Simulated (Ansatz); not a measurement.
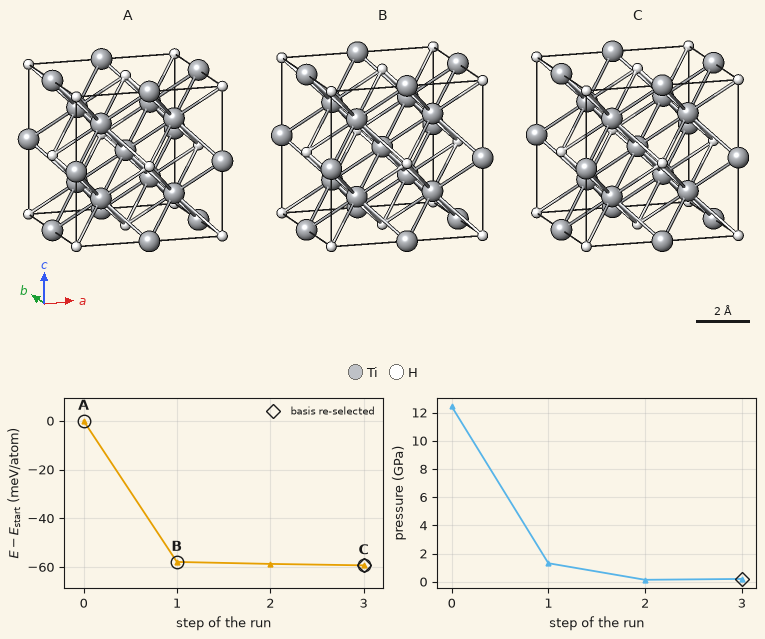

Frames of a relaxation of solid Ti3H (a generated structure, set up in Fm-3m) (coarse preliminary run), marked on the history of the run. Style: ball-and-stick. Shown: the conventional cell (4 times the calculation's cell), slightly off an axis. Lengths and directions refer to the drawn axes.

The calculation used DFT PBE, scalar-relativistic, plane waves, PAW in Ansatz. Set-up: plane-wave cutoff 420 eV; k-point mesh 6 × 6 × 6; occupations gaussian; smearing width 0.1 eV; no spin polarisation; cell and atoms relaxed; force threshold 0.04 eV/Å; at most 70 steps.

**What happens along the run?**

After 2 accepted moves (3 points after the start) the energy has fallen by 59.3 meV per atom. All forces vanish by symmetry, so only the cell relaxes. Pressure: 12.44 GPa at the start and 0.20 GPa at the end. The SCF was repeated once at an unchanged geometry on a basis and grid sized afresh for the cell, which shifted the energy by 0.6 meV per atom at most. No atom moves by more than 0.005 Å relative to the cell. Cell: a = b = c 5.890 → 6.130 Å (+4.1 %). Volume +12.7 %. Some distances before and after: Ti–Ti 2.945 → 3.065 Å, H–Ti 2.550 → 2.654 Å, Ti–Ti 2.550 → 2.654 Å. The space group stays Fm-3m (No. 225). From step 0 to 1: volume +11.2 %, energy −57.9 meV per atom. From step 1 to 3: volume +1.3 %, energy −1.4 meV per atom.

```csv
step,"E − E(0), meV/atom","pressure, GPa","volume, Å³/atom",note
0,0.00,12.44,12.769,
1,-57.91,1.32,14.203,
2,-58.72,0.14,14.394,
3,-59.31,0.20,14.394,"same geometry, new basis"
```
